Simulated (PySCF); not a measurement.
# CH₄NOSi radical: electronic structure in real space, part 2 of 2

Aim: take CH₄NOSi radical and see where an electron leaves and enters and measure its response to a uniform field.

PySCF 2.14.0; Gaussian basis, gas phase. The steps go on from the part before.

## 4. Response to an electric field (BP86/6-31+g*)

File input.py:

```python
import numpy as np
from pyscf import gto, scf, dft
from pyscf.scf import atom_ks, atom_hf
from scipy.linalg import block_diag

def solve(mol, dm0=None, hcore=None):
    mf = (dft.UKS if mol.spin else dft.RKS)(mol, xc='bp86')
    mf.grids.level = 3
    mf = mf.density_fit(auxbasis='def2-universal-jkfit')
    mf.conv_tol, mf.max_cycle = 1e-8, 80
    if hcore is not None:
        mf.get_hcore = lambda *args: hcore
    mf.kernel(dm0)
    if not mf.converged:
        mf = mf.newton().run(mf.mo_coeff, mf.mo_occ, max_cycle=30)
    assert mf.converged, 'SCF not converged'
    return mf

mol = gto.M(atom='''
O     -1.53010     0.85148     0.00022
C     -1.29982    -0.33084    -0.00008
N     -0.05376    -0.83567    -0.00023
Si     1.31422     0.27203     0.00038
H     -2.10004    -1.09429    -0.00022
H      0.04355    -1.84118    -0.00030
H      2.03532     0.07692    -1.25005
H      2.03817     0.07295     1.24567
''', basis='6-31+g*', charge=0, spin=1, verbose=4)
field = np.array([0.0, 0.004, 0.0])  # atomic units
mol.set_common_orig(mol.atom_charges() @ mol.atom_coords() / mol.atom_charges().sum())
mf = solve(mol)
out = dict(dm0=mf.make_rdm1(), d0=mf.dip_moment(unit='AU'), e0=mf.e_tot)
for name, sign in (('p', 1), ('m', -1)):
    h = mf.get_hcore() + sign * np.einsum('x,xij->ij', field, mol.intor('int1e_r'))
    mi = solve(mol, mf.make_rdm1(), h)
    out.update({'dm' + name: mi.make_rdm1(), 'd' + name: mi.dip_moment(unit='AU'), 'e' + name: mi.e_tot})
# spherically averaged free atoms, for the promolecule
atm = atom_ks.get_atm_nrks(mol, xc='bp86')
pro = block_diag(*[(atm[a[0]][2] * atm[a[0]][3]) @ atm[a[0]][2].T for a in mol._atom])
np.savez('result.npz', pro=pro, **out)
```

Launch:

```sh
$ OMP_NUM_THREADS=1 python input.py
```

Log:

```text
[ENV] PYSCF_TMPDIR <dir>
[ENV] PYSCF_MAX_MEMORY 1375
[INPUT] verbose = 4
[INPUT] num. atoms = 8
[INPUT] num. electrons = 39
[INPUT] charge = 0
[INPUT] spin (= nelec alpha-beta = 2S) = 1
[INPUT] symmetry False subgroup None
[INPUT] Mole.unit = angstrom
[INPUT] Symbol           X                Y                Z      unit          X                Y                Z       unit  Magmom
[INPUT]  1 O     -1.530100000000   0.851480000000   0.000220000000 AA   -2.891469943197   1.609064000545   0.000415739747 Bohr   0.0
[INPUT]  2 C     -1.299820000000  -0.330840000000  -0.000080000000 AA   -2.456303811232  -0.625196991051  -0.000151178090 Bohr   0.0
[INPUT]  3 N     -0.053760000000  -0.835670000000  -0.000230000000 AA   -0.101591676457  -1.579187430515  -0.000434637009 Bohr   0.0
[INPUT]  4 Si     1.314220000000   0.272030000000   0.000380000000 AA    2.483515867426   0.514062197665   0.000718095927 Bohr   0.0
[INPUT]  5 H     -2.100040000000  -1.094290000000  -0.000220000000 AA   -3.968500450632  -2.067908400850  -0.000415739747 Bohr   0.0
[INPUT]  6 H      0.043550000000  -1.841180000000  -0.000300000000 AA    0.082297572725  -3.479325946027  -0.000566917837 Bohr   0.0
[INPUT]  7 H      2.035320000000   0.076920000000  -1.250050000000 AA    3.846197375850   0.145357733502  -2.362252142013 Bohr   0.0
[INPUT]  8 H      2.038170000000   0.072950000000   1.245670000000 AA    3.851583095305   0.137855520787   2.353975141587 Bohr   0.0

nuclear repulsion = 153.68275128955
number of shells = 42
number of NR pGTOs = 164
number of NR cGTOs = 84
basis = 6-31+g*
ecp = {}

******** <class 'pyscf.df.df_jk.DFUKS'> ********
method = DFUKS
initial guess = minao
damping factor = 0
level_shift factor = 0
DIIS = <class 'pyscf.scf.diis.CDIIS'>
diis_start_cycle = 1
diis_space = 8
diis_damp = 0
SCF conv_tol = 1e-08
SCF conv_tol_grad = None
SCF max_cycles = 80
direct_scf = False
number electrons alpha = 20  beta = 19
XC library pyscf.dft.libxc version 7.0.0
    S. Lehtola, C. Steigemann, M. J.T. Oliveira, and M. A.L. Marques.,  SoftwareX 7, 1–5 (2018)
XC functionals = bp86
    A. D. Becke.,  Phys. Rev. A 38, 3098 (1988)
    J. P. Perdew.,  Phys. Rev. B 33, 8822 (1986)
radial grids:
    Treutler-Ahlrichs [JCP 102, 346 (1995); DOI:10.1063/1.469408] (M4) radial grids

becke partition: Becke, JCP 88, 2547 (1988); DOI:10.1063/1.454033
pruning grids: <function nwchem_prune at 0xe98d95647600>
grids dens level: 3
symmetrized grids: False
atomic radii adjust function: <function treutler_atomic_radii_adjust at 0xe98d9567c540>
small_rho_cutoff = 0
Set gradient conv threshold to 0.0001
tot grids = 100520
init E= -460.383795567722
[... the frontier-level lines of each cycle are left out ...]


cycle= 1 E= -459.810416001781  delta_E= 0.573  |g|= 0.59  |ddm|= 2.05
cycle= 2 E= -457.547503772151  delta_E= 2.26  |g|= 1.94  |ddm|=  6.4
cycle= 3 E= -459.89099679189  delta_E= -2.34  |g|= 0.365  |ddm|= 6.21
cycle= 4 E= -459.94489392948  delta_E= -0.0539  |g|= 0.179  |ddm|= 0.519
cycle= 5 E= -459.958531711387  delta_E= -0.0136  |g|= 0.0358  |ddm|= 0.259
cycle= 6 E= -459.959266697836  delta_E= -0.000735  |g|= 0.0178  |ddm|= 0.108
cycle= 7 E= -459.959428195635  delta_E= -0.000161  |g|= 0.00199  |ddm|= 0.0214
cycle= 8 E= -459.959430679829  delta_E= -2.48e-06  |g|= 0.000619  |ddm|= 0.00513
cycle= 9 E= -459.959430882031  delta_E= -2.02e-07  |g|= 0.000195  |ddm|= 0.00106
cycle= 10 E= -459.959430905337  delta_E= -2.33e-08  |g|= 3e-05  |ddm|= 0.000496
cycle= 11 E= -459.959430906036  delta_E= -6.99e-10  |g|= 1.41e-05  |ddm|= 0.000164
Extra cycle  E= -459.95943090538  delta_E= 6.56e-10  |g|= 4.19e-05  |ddm|= 9.86e-05
converged SCF energy = -459.95943090538  <S^2> = 0.75214163  2S+1 = 2.0021405
Dipole moment(X, Y, Z, A.U.):  0.58465, -1.26077,  0.00128

******** <class 'pyscf.df.df_jk.DFUKS'> ********
method = DFUKS
initial guess = minao
damping factor = 0
level_shift factor = 0
DIIS = <class 'pyscf.scf.diis.CDIIS'>
diis_start_cycle = 1
diis_space = 8
diis_damp = 0
SCF conv_tol = 1e-08
SCF conv_tol_grad = None
SCF max_cycles = 80
direct_scf = False
number electrons alpha = 20  beta = 19
XC library pyscf.dft.libxc version 7.0.0
    S. Lehtola, C. Steigemann, M. J.T. Oliveira, and M. A.L. Marques.,  SoftwareX 7, 1–5 (2018)
XC functionals = bp86
    A. D. Becke.,  Phys. Rev. A 38, 3098 (1988)
    J. P. Perdew.,  Phys. Rev. B 33, 8822 (1986)
radial grids:
    Treutler-Ahlrichs [JCP 102, 346 (1995); DOI:10.1063/1.469408] (M4) radial grids

becke partition: Becke, JCP 88, 2547 (1988); DOI:10.1063/1.454033
pruning grids: <function nwchem_prune at 0xe98d95647600>
grids dens level: 3
symmetrized grids: False
atomic radii adjust function: <function treutler_atomic_radii_adjust at 0xe98d9567c540>
small_rho_cutoff = 0
Overwritten attributes  get_hcore  of <class 'pyscf.df.df_jk.DFUKS'>
Set gradient conv threshold to 0.0001
tot grids = 100520
init E= -459.954387817207
cycle= 1 E= -459.954175432256  delta_E= 0.000212  |g|= 0.0342  |ddm|= 0.176
cycle= 2 E= -459.949549441253  delta_E= 0.00463  |g|= 0.11  |ddm|= 0.207
...
cycle= 6 E= 78.694033908713  delta_E= 1.7e-08  |g|=    0  |ddm|= 0.000667
cycle= 7 E= 78.6940338270775  delta_E= -8.16e-08  |g|=    0  |ddm|= 0.000333
cycle= 8 E= 78.6940338271415  delta_E= 6.4e-11  |g|=    0  |ddm|= 4.1e-05
Extra cycle  E= 78.6940338272222  delta_E= 8.07e-11  |g|=    0  |ddm|= 4.6e-05
Atomic HF for atom  O  converged. SCF energy = 78.6940338272222

******** <class 'pyscf.scf.atom_ks.AtomSphAverageRKS'> ********
method = AtomSphAverageRKS
initial guess = vsap
damping factor = 0
level_shift factor = 0
diis_start_cycle = 1
diis_space = 12
SCF conv_tol = 1e-09
SCF conv_tol_grad = None
SCF max_cycles = 50
direct_scf = True
direct_scf_tol = 1e-13
XC library pyscf.dft.libxc version 7.0.0
    S. Lehtola, C. Steigemann, M. J.T. Oliveira, and M. A.L. Marques.,  SoftwareX 7, 1–5 (2018)
XC functionals = bp86
    A. D. Becke.,  Phys. Rev. A 38, 3098 (1988)
    J. P. Perdew.,  Phys. Rev. B 33, 8822 (1986)
radial grids:
    Treutler-Ahlrichs [JCP 102, 346 (1995); DOI:10.1063/1.469408] (M4) radial grids

becke partition: Becke, JCP 88, 2547 (1988); DOI:10.1063/1.454033
pruning grids: <function nwchem_prune at 0xe98d95647600>
grids dens level: 3
symmetrized grids: False
atomic radii adjust function: <function treutler_atomic_radii_adjust at 0xe98d9567c540>
User specified grid scheme (100, 434)
small_rho_cutoff = 0
Set gradient conv threshold to 3.16228e-05
tot grids = 24752
init E= 115.989692716715
cycle= 1 E= 115.939979953454  delta_E= -0.0497  |g|=    0  |ddm|= 0.735
cycle= 2 E= 115.925587909356  delta_E= -0.0144  |g|=    0  |ddm|= 0.599
cycle= 3 E= 115.895775241809  delta_E= -0.0298  |g|=    0  |ddm|= 0.293
cycle= 4 E= 115.895555115515  delta_E= -0.00022  |g|=    0  |ddm|= 0.0637
cycle= 5 E= 115.8952377256  delta_E= -0.000317  |g|=    0  |ddm|= 0.0321
cycle= 6 E= 115.895234689509  delta_E= -3.04e-06  |g|=    0  |ddm|= 0.00746
cycle= 7 E= 115.895230434125  delta_E= -4.26e-06  |g|=    0  |ddm|= 0.00373
cycle= 8 E= 115.895230392868  delta_E= -4.13e-08  |g|=    0  |ddm|= 0.000869
cycle= 9 E= 115.895230335244  delta_E= -5.76e-08  |g|=    0  |ddm|= 0.000435
cycle= 10 E= 115.895230334684  delta_E= -5.6e-10  |g|=    0  |ddm|= 0.000101
Extra cycle  E= 115.895230334354  delta_E= -3.29e-10  |g|=    0  |ddm|= 7.77e-05
Atomic HF for atom  C  converged. SCF energy = 115.895230334354

******** <class 'pyscf.scf.atom_ks.AtomSphAverageRKS'> ********
method = AtomSphAverageRKS
initial guess = vsap
damping factor = 0
level_shift factor = 0
diis_start_cycle = 1
diis_space = 12
SCF conv_tol = 1e-09
SCF conv_tol_grad = None
SCF max_cycles = 50
direct_scf = True
direct_scf_tol = 1e-13
XC library pyscf.dft.libxc version 7.0.0
    S. Lehtola, C. Steigemann, M. J.T. Oliveira, and M. A.L. Marques.,  SoftwareX 7, 1–5 (2018)
XC functionals = bp86
    A. D. Becke.,  Phys. Rev. A 38, 3098 (1988)
    J. P. Perdew.,  Phys. Rev. B 33, 8822 (1986)
radial grids:
    Treutler-Ahlrichs [JCP 102, 346 (1995); DOI:10.1063/1.469408] (M4) radial grids

becke partition: Becke, JCP 88, 2547 (1988); DOI:10.1063/1.454033
pruning grids: <function nwchem_prune at 0xe98d95647600>
grids dens level: 3
symmetrized grids: False
atomic radii adjust function: <function treutler_atomic_radii_adjust at 0xe98d9567c540>
User specified grid scheme (100, 434)
small_rho_cutoff = 0
Set gradient conv threshold to 3.16228e-05
tot grids = 24536
init E= 99.245398577916
cycle= 1 E= 99.2405490764887  delta_E= -0.00485  |g|=    0  |ddm|= 0.412
cycle= 2 E= 99.2411532441196  delta_E= 0.000604  |g|=    0  |ddm|= 0.388
cycle= 3 E= 99.2196485825638  delta_E= -0.0215  |g|=    0  |ddm|= 0.194
cycle= 4 E= 99.2196483760672  delta_E= -2.06e-07  |g|=    0  |ddm|= 0.00319
cycle= 5 E= 99.2196470693637  delta_E= -1.31e-06  |g|=    0  |ddm|= 0.00162
cycle= 6 E= 99.2196470690421  delta_E= -3.22e-10  |g|=    0  |ddm|= 0.000171
Extra cycle  E= 99.2196470687468  delta_E= -2.95e-10  |g|=    0  |ddm|= 0.000165
Atomic HF for atom  N  converged. SCF energy = 99.2196470687468

******** <class 'pyscf.scf.atom_ks.AtomSphAverageRKS'> ********
method = AtomSphAverageRKS
initial guess = vsap
damping factor = 0
level_shift factor = 0
diis_start_cycle = 1
diis_space = 12
SCF conv_tol = 1e-09
SCF conv_tol_grad = None
SCF max_cycles = 50
direct_scf = True
direct_scf_tol = 1e-13
XC library pyscf.dft.libxc version 7.0.0
    S. Lehtola, C. Steigemann, M. J.T. Oliveira, and M. A.L. Marques.,  SoftwareX 7, 1–5 (2018)
XC functionals = bp86
    A. D. Becke.,  Phys. Rev. A 38, 3098 (1988)
    J. P. Perdew.,  Phys. Rev. B 33, 8822 (1986)
radial grids:
    Treutler-Ahlrichs [JCP 102, 346 (1995); DOI:10.1063/1.469408] (M4) radial grids

becke partition: Becke, JCP 88, 2547 (1988); DOI:10.1063/1.454033
pruning grids: <function nwchem_prune at 0xe98d95647600>
grids dens level: 3
symmetrized grids: False
atomic radii adjust function: <function treutler_atomic_radii_adjust at 0xe98d9567c540>
User specified grid scheme (100, 434)
small_rho_cutoff = 0
Set gradient conv threshold to 3.16228e-05
tot grids = 24008
init E= -135.65190820034
cycle= 1 E= -135.660571977649  delta_E= -0.00866  |g|=    0  |ddm|= 0.363
cycle= 2 E= -135.662205980771  delta_E= -0.00163  |g|=    0  |ddm|= 0.259
cycle= 3 E= -135.662791652171  delta_E= -0.000586  |g|=    0  |ddm|= 0.125
cycle= 4 E= -135.66287766793  delta_E= -8.6e-05  |g|=    0  |ddm|= 0.058
cycle= 5 E= -135.662909023038  delta_E= -3.14e-05  |g|=    0  |ddm|= 0.0289
cycle= 6 E= -135.662913377938  delta_E= -4.35e-06  |g|=    0  |ddm|= 0.013
cycle= 7 E= -135.662914967747  delta_E= -1.59e-06  |g|=    0  |ddm|= 0.0065
cycle= 8 E= -135.662915186961  delta_E= -2.19e-07  |g|=    0  |ddm|= 0.00292
cycle= 9 E= -135.662915267012  delta_E= -8.01e-08  |g|=    0  |ddm|= 0.00146
cycle= 10 E= -135.662915278032  delta_E= -1.1e-08  |g|=    0  |ddm|= 0.000655
cycle= 11 E= -135.662915282057  delta_E= -4.02e-09  |g|=    0  |ddm|= 0.000327
cycle= 12 E= -135.662915282815  delta_E= -7.57e-10  |g|=    0  |ddm|= 7.38e-05
Extra cycle  E= -135.662915282841  delta_E= -2.68e-11  |g|=    0  |ddm|= 3.23e-05
Atomic HF for atom  Si  converged. SCF energy = -135.662915282841

******** <class 'pyscf.scf.atom_ks.AtomSphAverageRKS'> ********
method = AtomSphAverageRKS
initial guess = vsap
damping factor = 0
level_shift factor = 0
diis_start_cycle = 1
diis_space = 12
SCF conv_tol = 1e-09
SCF conv_tol_grad = None
SCF max_cycles = 50
direct_scf = True
direct_scf_tol = 1e-13
XC library pyscf.dft.libxc version 7.0.0
    S. Lehtola, C. Steigemann, M. J.T. Oliveira, and M. A.L. Marques.,  SoftwareX 7, 1–5 (2018)
XC functionals = bp86
    A. D. Becke.,  Phys. Rev. A 38, 3098 (1988)
    J. P. Perdew.,  Phys. Rev. B 33, 8822 (1986)
radial grids:
    Treutler-Ahlrichs [JCP 102, 346 (1995); DOI:10.1063/1.469408] (M4) radial grids

becke partition: Becke, JCP 88, 2547 (1988); DOI:10.1063/1.454033
pruning grids: <function nwchem_prune at 0xe98d95647600>
grids dens level: 3
symmetrized grids: False
atomic radii adjust function: <function treutler_atomic_radii_adjust at 0xe98d9567c540>
User specified grid scheme (100, 434)
small_rho_cutoff = 0
Set gradient conv threshold to 3.16228e-05
tot grids = 26240
init E= 153.227143027934
cycle= 1 E= 153.220761107703  delta_E= -0.00638  |g|=    0  |ddm|= 0.174
cycle= 2 E= 153.220719561816  delta_E= -4.15e-05  |g|=    0  |ddm|= 0.0137
cycle= 3 E= 153.220719194214  delta_E= -3.68e-07  |g|=    0  |ddm|= 0.00129
cycle= 4 E= 153.220719191022  delta_E= -3.19e-09  |g|=    0  |ddm|= 0.000121
cycle= 5 E= 153.220719190999  delta_E= -2.23e-11  |g|=    0  |ddm|= 5.64e-06
Extra cycle  E= 153.220719190994  delta_E= -5.66e-12  |g|=    0  |ddm|= 5.08e-06
Atomic HF for atom  H  converged. SCF energy = 153.220719190994
```

It took 34 s on 1 thread of Arm Neoverse V1, shared host; peak memory 0.37 GiB.

## 5. Post-processing

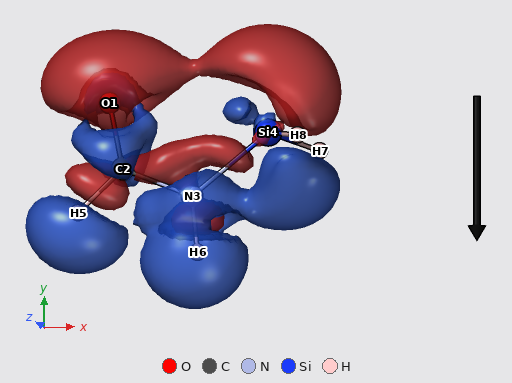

Change of the electron density in a uniform field of 0.21 V/Å along −y (arrow), surfaces at ±0.001 e/Å³ (red: gain, blue: loss).

*What dipole is induced, and what polarisability does it imply?*

The induced dipole is 0.50 D (along the field); α along this axis, from the fields in both directions, is 50 bohr³ (7.4 Å³).

## 6. Outcome

The summary covers parts 1 to 2.

```
                                     quantity       value
    vertical ionisation energy (PBE0/6-31+g*)     8.54 eV
    vertical electron affinity (PBE0/6-31+g*)     0.61 eV
polarisability along the field (BP86/6-31+g*)  49.8 bohr³
```

What this shows: The ionisation energy from two SCF runs, 8.54 eV, lies 2.3 eV above −ε(HOMO) = 6.23 eV of the same level, PBE0/6-31+g*, since self-interaction lifts this functional's HOMO. All values hold at the given geometry, in the gas phase.
